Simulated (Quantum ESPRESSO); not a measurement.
Convergence study of the plane-wave cutoff for HgTe (R3m, 2 atoms in the cell)

```xyz
2
Lattice="0.0000 3.2138 3.2138 3.2138 0.0000 3.2138 3.2138 3.2138 0.0000" Properties=species:S:1:pos:R:3 pbc="T T T"
Hg     0.0289     0.0289     0.0289
Te     1.6069     1.6069     1.6069
```

Computed with PBEsol, PSlibrary PAW (PBE) pseudopotentials (plane waves; Quantum ESPRESSO).

Base settings: ecutwfc = 50 Ry; ecutrho = 450 Ry; occupations = smearing; smearing = fd; degauss = 0.000734986 Ry; input_dft = pbesol; potentials = {Hg: Hg.pbe-n-kjpaw_psl.1.0.0.UPF, Te: Te.pbe-n-kjpaw_psl.1.0.0.UPF}; K_POINTS = automatic 3 3 3 0 0 0; conv_thr = 1e-11 Ry; mixing_beta = 0.4.

Moved along: ecutrho.

The second cell is the first with its lattice scaled by 0.98.

The mesh stays at the base's, so the ladder's end is converged at best in this setting alone.

Only quantities that move along the ladder and can be compared are tabulated.

The count of work is k-points × plane waves × bands × iterations; it is no time. Core times come from one kind of shared machine, to one figure; runs under 30 s give none.

The starting cell has typed, rounded lattice constants, without a prior relaxation at this level. Its lattice was rescaled by up to half a per cent. One atom was moved a little off its site on purpose. In the base run, with a pressure of about 3 GPa the cell is away from its equilibrium volume at this level. The run gives no clean gap (levels at the Fermi energy touch, overlap or are partly filled at this smearing), which alone does not show that the compound is a metal. Without a gap this mesh is coarse (it stands for a supercell whose shortest vector is 14 Å).

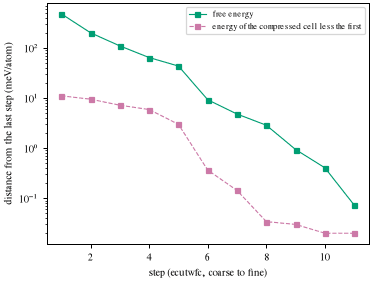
Fig. 1. Distance from the last step along the ladder; very small values are drawn at a floor.

```tsv
ecutwfc	free energy less the last step's (meV/atom)	energy of the compressed cell less the first (meV/atom)	pressure (GPa)	largest difference of a force vector from the last step's (eV/Å)	count of work / last	core time / last (rough)
17.5 Ry	478.38	75.18	-6.06	0.007	0.049	–
20 Ry	199.80	73.58	-0.14	0.010	0.050	–
22 Ry	109.43	71.30	2.23	0.008	0.064	–
25 Ry	64.08	70.01	3.27	0.007	0.089	0.2
28 Ry	43.34	67.11	3.02	0.003	0.11	0.2
35 Ry	9.22	64.49	3.25	0.000	0.15	0.3
45 Ry	4.78	64.27	3.41	0.000	0.23	0.2
50 Ry	2.86	64.16	3.39	0.000	0.34	0.3
60 Ry	0.94	64.16	3.45	0.000	0.31	0.2
75 Ry	0.40	64.14	3.44	0.000	0.46	0.4
100 Ry	0.07	64.13	3.45	0.000	0.66	0.6
120 Ry	0.00	64.13	3.45	0.000	1.0	1
```

Coarsest ecutwfc that holds the free energy within 0.5 meV/atom of the last step, with all finer ones: 75 Ry, at about 0.4 of the last step's time; the step before is off by 0.94 meV/atom.

Coarsest ecutwfc that holds the energy of the compressed cell less the first within 2 meV/atom of the last step, with all finer ones: 35 Ry, at 0.15 of the last step's count of work and about 0.3 of the last step's time; the step before is off by 3.0 meV/atom.

Coarsest ecutwfc that holds the pressure within 0.5 GPa of the last step, with all finer ones: 25 Ry, at 0.089 of the last step's count of work and about 0.2 of the last step's time; the step before is off by 1.2 GPa.

The energy difference between the two cells stays within 1 meV/atom of the last step's from 35 Ry on, the total only from 60 Ry on: much of the error is common to both cells and cancels.

At the lowest cutoff the pressure lies 9.5 GPa under the last step's, the usual sign of Pulay stress in an incomplete plane-wave basis.
